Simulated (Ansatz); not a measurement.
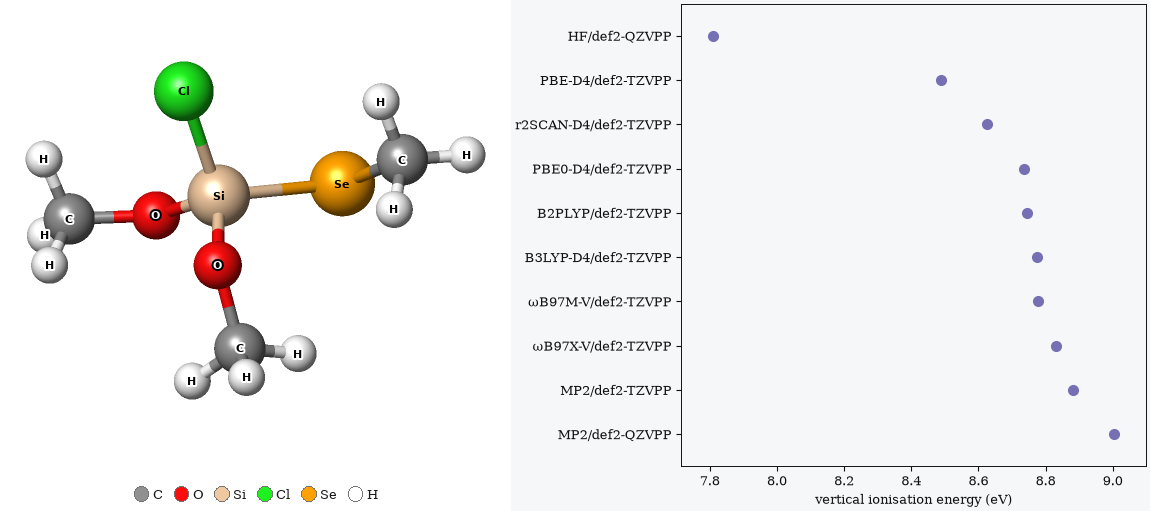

Vertical ionisation energy of C₃H₉ClO₂SeSi, SMILES CO[Si](Cl)(OC)[Se]C, taken as the energy of the cation less that of the neutral at fixed geometry (unrestricted doublet cation, cores frozen in correlated methods, no spin-orbit coupling), the Ansatz code 0.2.0, at a PBE0-D4/def2-TZVP geometry (no frequency check).

Question: What range do the values span?

Answer: From 7.81 eV (HF/def2-QZVPP) to 9.00 eV (MP2/def2-QZVPP).

Question: Give the values.

Answer:
```csv
level,eV
HF/def2-QZVPP,7.81
PBE-D4/def2-TZVPP,8.49
r2SCAN-D4/def2-TZVPP,8.63
PBE0-D4/def2-TZVPP,8.74
B2PLYP/def2-TZVPP,8.74
B3LYP-D4/def2-TZVPP,8.78
ωB97M-V/def2-TZVPP,8.78
ωB97X-V/def2-TZVPP,8.83
MP2/def2-TZVPP,8.88
MP2/def2-QZVPP,9.00
```

Caveats, for all or some of the runs: no scalar relativity up to krypton; one conformer of a flexible molecule; outer-core shells are correlated without core-valence functions, which makes the correlated values less sure.
